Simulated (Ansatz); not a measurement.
# AlH3···HCl: what the fields show

```json
{"atom": "Al", "x (Å)": "0.0191", "y (Å)": "-0.4376", "z (Å)": "-0.4726"}
{"atom": "Cl", "x (Å)": "0.0215", "y (Å)": "-0.1945", "z (Å)": "2.9445"}
{"atom": "H", "x (Å)": "1.4018", "y (Å)": "0.2230", "z (Å)": "-0.8702"}
{"atom": "H", "x (Å)": "-1.3880", "y (Å)": "0.1753", "z (Å)": "-0.8592"}
{"atom": "H", "x (Å)": "0.0454", "y (Å)": "-1.7943", "z (Å)": "0.3241"}
{"atom": "H", "x (Å)": "0.0440", "y (Å)": "-1.2375", "z (Å)": "2.0984"}
```

Not at a stationary point (largest force 0.9 eV/Å).

These are results of Ansatz 0.2.0, RKS r2SCAN-D4/def2-mTZVP, not measurements.

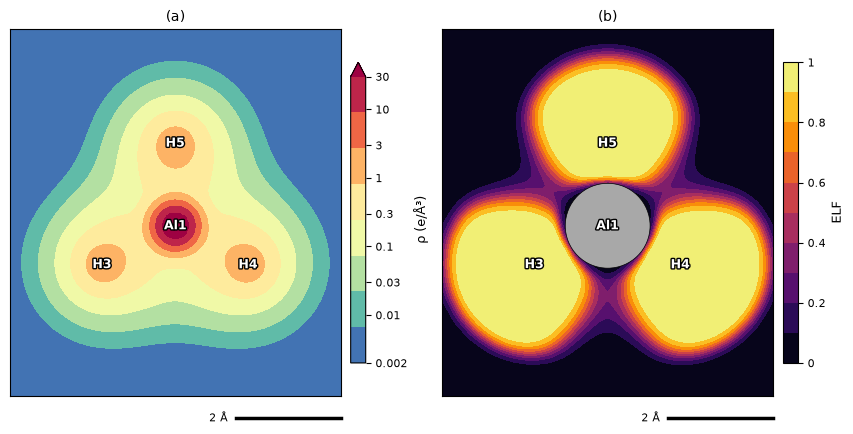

Figure 1. (a) electron density; (b) ELF on the plane of atoms H4, Al1 and H5. Grey discs cover the atomic cores in the ELF map.

Q: What does the map show?

A: Atoms in the plane: Al and H.
Al–H (1.57 Å): the density is about 0.54 e/Å³ at the midpoint; the ELF climbs to about 1 towards the hydrogen.

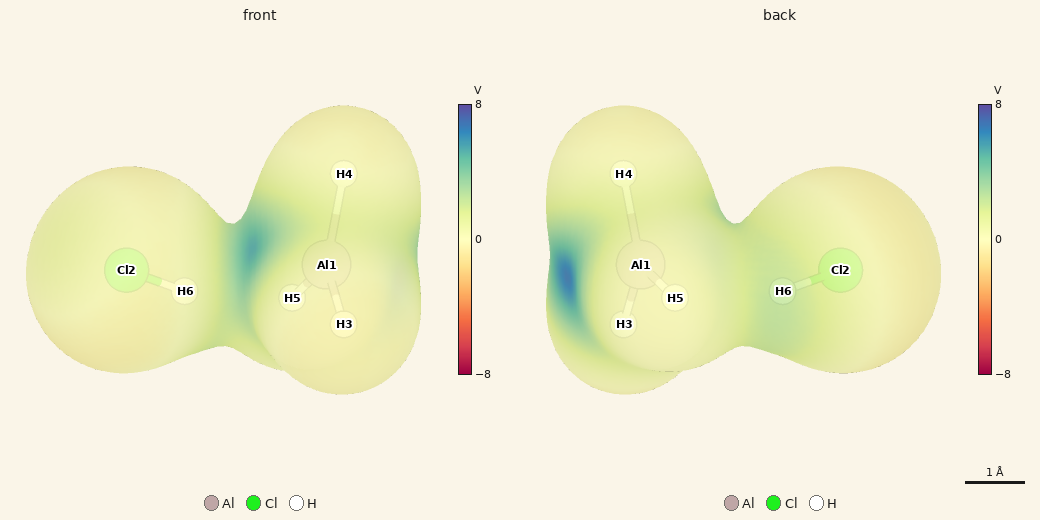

Figure 2. The molecular electrostatic potential painted on the density surface at 0.004 e/bohr³, seen from the front and from behind; the colour scale runs from red (negative) to blue (positive).

Q: Where is the surface potential most negative and most positive?

A: The most negative region (about −0.5 V) lies over Cl2, the most positive (about +6.3 V) over Al1. Cl2 shows a σ-hole: about +0.8 V at the tip opposite its bond, against about −0.3 V on its flanks.

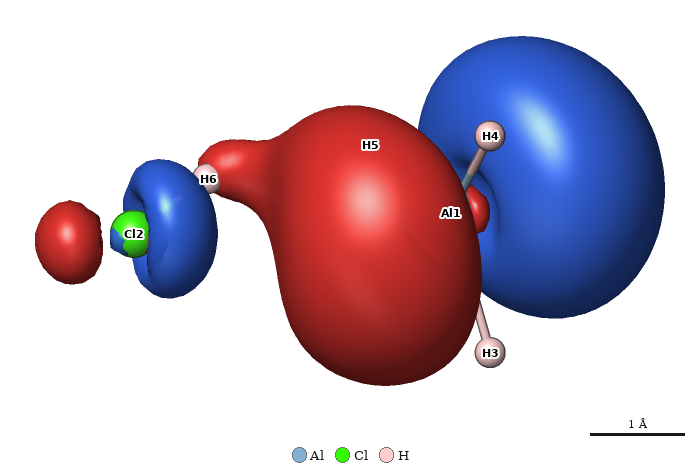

Figure 3. The LUMO at ±0.1 Å⁻³ᐟ² (blue and red are the two phases), seen at a tilt.

Q: Where does this orbital lie, and at what energy?

A: By Hirshfeld shares it lies mainly on Al1 (about 75 %) and Cl2 (about 10 %). Its energy is −2.26 eV.
